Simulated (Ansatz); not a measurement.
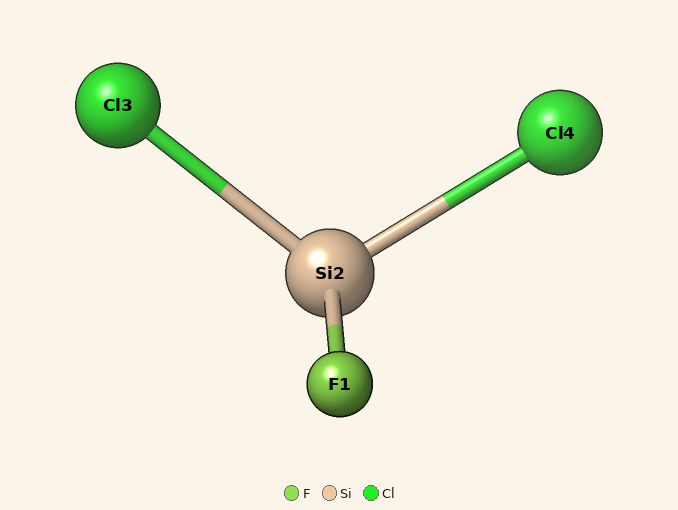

The atoms are numbered. Charge 0, doublet. The computed structure is the end point of a PBE0-D4/def2-TZVP optimisation. No frequency run is at hand to confirm it as a minimum.

### What is the geometry at Si2?

Si2 has 3 neighbours (F1 at 1.59, Cl3 at 2.04, Cl4 at 2.04 Å); the arrangement is trigonal pyramidal.
